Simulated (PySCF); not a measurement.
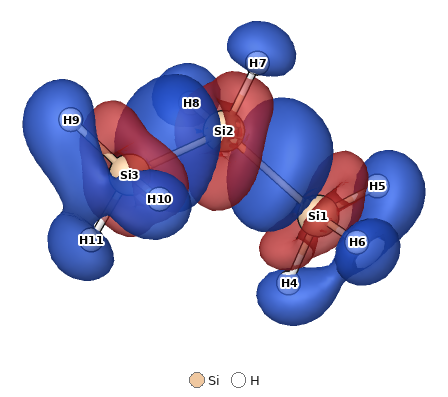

*H8Si3, SMILES `[SiH3][SiH2][SiH3]`. Fukui function f⁻ = ρ(N) − ρ(N−1) at fixed geometry, surfaces at ±0.015 e/Å³ (blue positive, red negative).*

Computed with PySCF, HF/def2-SVPD, geometry: GFN2-xTB. No frequency check shows the geometry to be a minimum.

Geometry (Å), atoms numbered from 1:

```
Si1     -1.9641   -0.3912    0.0010
Si2     -0.0000    0.8332    0.0000
Si3      1.9641   -0.3911   -0.0010
H4      -2.0535   -1.2650    1.1744
H5      -3.1833    0.4207   -0.0097
H6      -2.0547   -1.2650   -1.1723
H7      -0.0005    1.7529   -1.1517
H8       0.0005    1.7528    1.1517
H9       3.1833    0.4207    0.0098
H10      2.0535   -1.2650   -1.1744
H11      2.0547   -1.2650    1.1723
```

On which atoms does the density change most on removal of an electron?

Answer. f⁻ (Hirshfeld-condensed) is largest on Si2 (0.21) and Si1 and Si3 (0.18 each); the vertical ionisation energy is 9.75 eV (the stability of the cation's solution wasn't checked). Condensed values hint at sites of electrophilic attack but needn't mark the atom that reacts. Shares this close don't rank the sites. Orbital relaxation makes it negative in places (0.29 e in all).

| atom | f⁻ | charge |
| --- | --- | --- |
| Si1 | +0.18 | +0.24 |
| Si2 | +0.21 | +0.17 |
| Si3 | +0.18 | +0.24 |
| H4 | +0.05 | −0.08 |
| H5 | +0.07 | −0.08 |
| H6 | +0.05 | −0.08 |
| H7 | +0.05 | −0.08 |
| H8 | +0.05 | −0.08 |
| H9 | +0.07 | −0.08 |
| H10 | +0.05 | −0.08 |
| H11 | +0.05 | −0.08 |

Cost of the run: 7.2 s on 1 thread of Intel(R) Xeon(R) Platinum 8259CL CPU @ 2.50GHz (Skylake/Cascade Lake) (shared host), peak memory 0.31 GiB.
